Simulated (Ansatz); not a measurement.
# CHBO: what the fields show

```yaml
atoms:
  - { symbol: B, position_ang: [0.0905, 0.5645, -0.4374] }
  - { symbol: C, position_ang: [0.1387, -0.6176, 0.4075] }
  - { symbol: O, position_ang: [0.7602, -1.1660, 1.3782] }
  - { symbol: H, position_ang: [1.3929, -1.8403, 1.0700] }
```

Geometry: PBE0-D4/def2-TZVP.

All numbers below come from RKS PBE0-D4/def2-TZVPP (Ansatz).

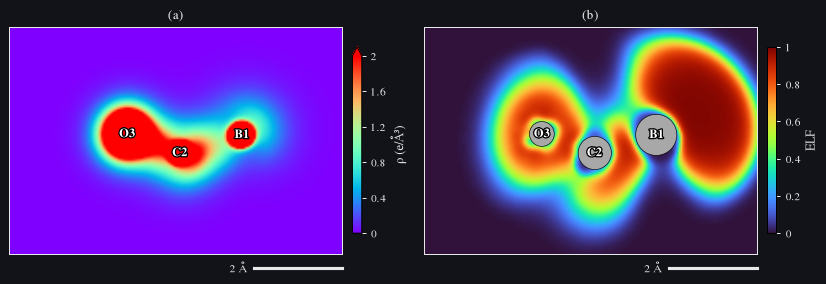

Figure 1. (a) total electron density; (b) ELF on the plane of atoms B1, C2 and O3. Grey discs cover the atomic cores in the ELF map.

What does the map show?

Answer.
- Atoms in the plane: B, C and O.
- C–O (1.28 Å): the density is about 2.8 e/Å³ at the midpoint; the ELF peaks at about 0.90 between the atoms; a polar covalent bond.
- C–B (1.45 Å): ρ at the midpoint is about 1.5 e/Å³; the ELF peaks at about 0.90 between the atoms: localised, covalent bonding.
- The ELF also peaks beside O3 and B1, away from the bonds: lone-pair regions.

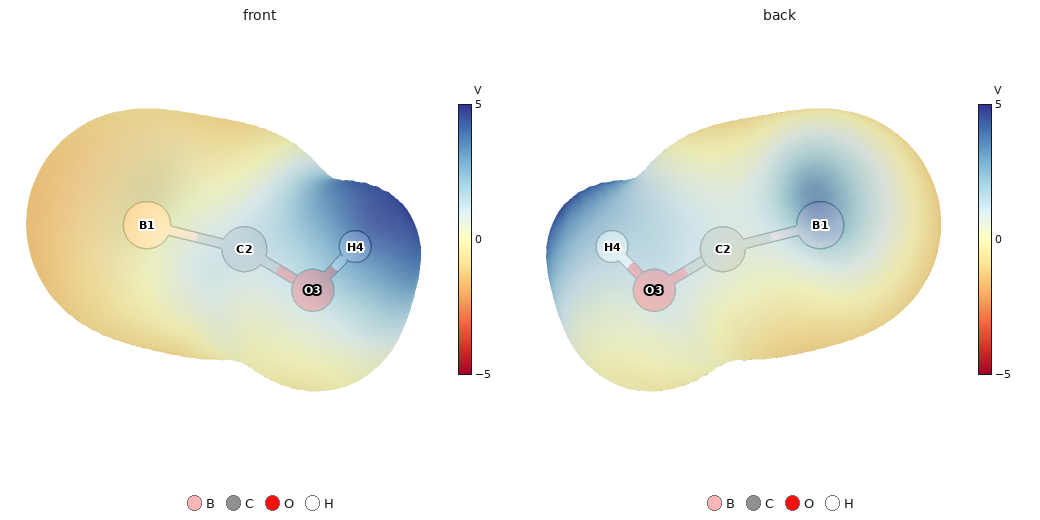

Figure 2. The electrostatic potential painted on the density surface at 0.004 e/bohr³, seen from the front and from behind; red is negative and blue positive.

Describe the electrostatic potential map.

Answer. The most negative region (about −1.5 V) lies over C2, the most positive (about +4.7 V) over H4.

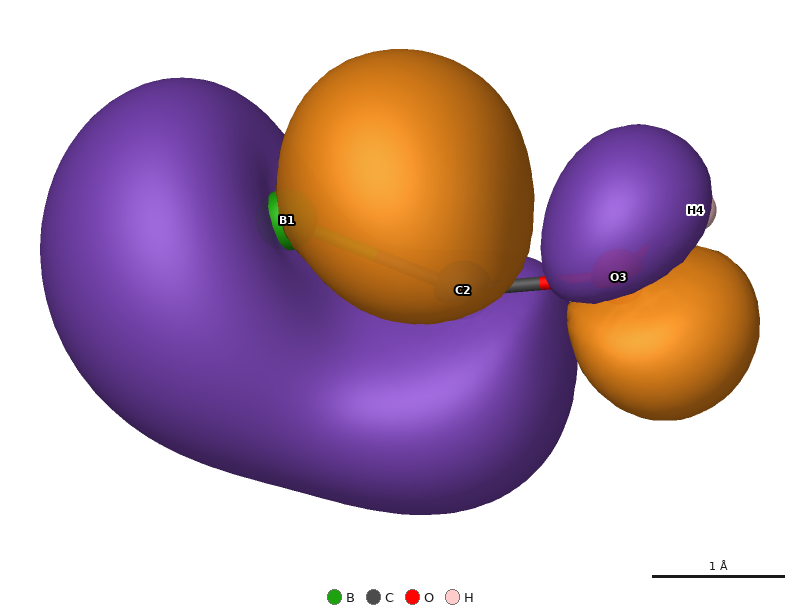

Figure 3. The LUMO at ±0.08 Å⁻³ᐟ² (orange and purple are the two phases), seen at a tilt.

Where does this orbital lie, and at what energy?

Answer. It lies mainly on B1 (about 50 %), C2 (about 35 %) and O3 (about 15 %). Its energy is −4.04 eV.

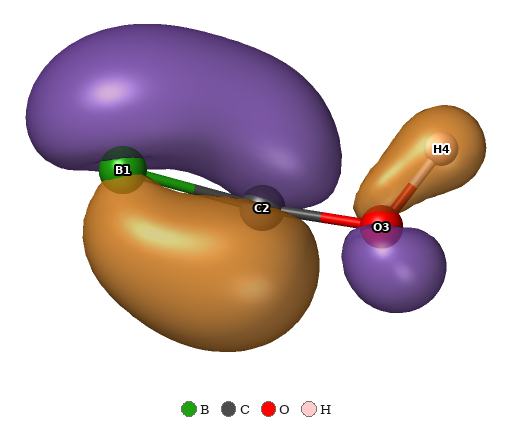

Figure 4. One frontier orbital at ±0.15 Å⁻³ᐟ² (orange and purple are the two phases), seen across its widest extent.

Which orbital is it: HOMO or LUMO?

Answer. The HOMO, at −6.56 eV. Its weight (Hirshfeld) is mainly on C2 (about 45 %), B1 (about 40 %) and O3 (about 10 %); π-bonding across C2–B1.
